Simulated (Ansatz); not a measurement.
Species, as SMILES: N (NH3).
Atoms: N1, H2, H3, H4. Bonds: N1-H2, N1-H3, N1-H4.

Basis-set convergence of the optimised N1-H2 bond length at MP2 with Ansatz (a quantum-chemistry and plane-wave program). The reference of a correlated method is not its basis-set limit, which lies further on. Cartesian d functions, on some or all atoms, in 6-31G**; all else is spherical. Cores are frozen. Core-valence sets carry the plain set on hydrogen. No added dispersion term, no relativity. Reference: the value in aug-cc-pVQZ, 1.0102 Å, itself unsure by roughly 0.0009 Å (its mean distance from def2-QZVPPD, pcseg-3, def2-QZVPP). Deviations are taken from unrounded values. Cost is core time over that of def2-TZVPPD, rough, on shared machines of one kind; a dash marks a row that isn't timed (too short, read off another run, short of memory, by another algorithm or on other hardware). It counts the whole optimisation.

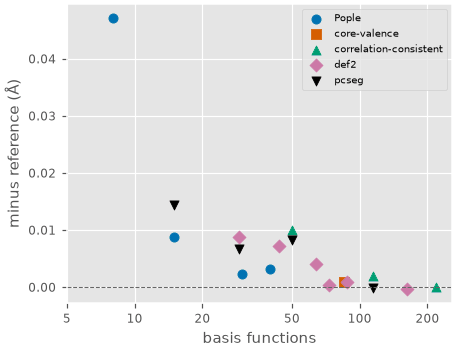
Figure. Deviation from the reference against the number of basis functions, by family of sets.

```tsv
basis	functions	optimised N1-H2 bond length (Å)	minus reference (Å)	cost
STO-3G	8	1.0574	0.0472	-
3-21G	15	1.0191	0.0089	-
pcseg-0	15	1.0246	0.0144	-
def2-SVP	29	1.0190	0.0089	-
pcseg-1	29	1.0168	0.0067	-
6-31G**	30	1.0126	0.0024	-
6-311+G**	40	1.0134	0.0032	-
def2-SVPD	44	1.0174	0.0072	-
aug-cc-pVDZ	50	1.0202	0.0100	0.7×
aug-pcseg-1	50	1.0184	0.0082	0.7×
def2-TZVPD	64	1.0143	0.0041	0.8×
def2-TZVPP	73	1.0106	0.0004	0.9×
cc-pCVTZ	85	1.0110	0.0008	0.9×
def2-TZVPPD	88	1.0111	0.0009	1×
aug-cc-pVTZ	115	1.0121	0.0019	2×
aug-pcseg-2	115	1.0101	-0.0001	2×
def2-QZVPPD	162	1.0098	-0.0004	4×
aug-cc-pVQZ	218	1.0102	0.0000	8×
```
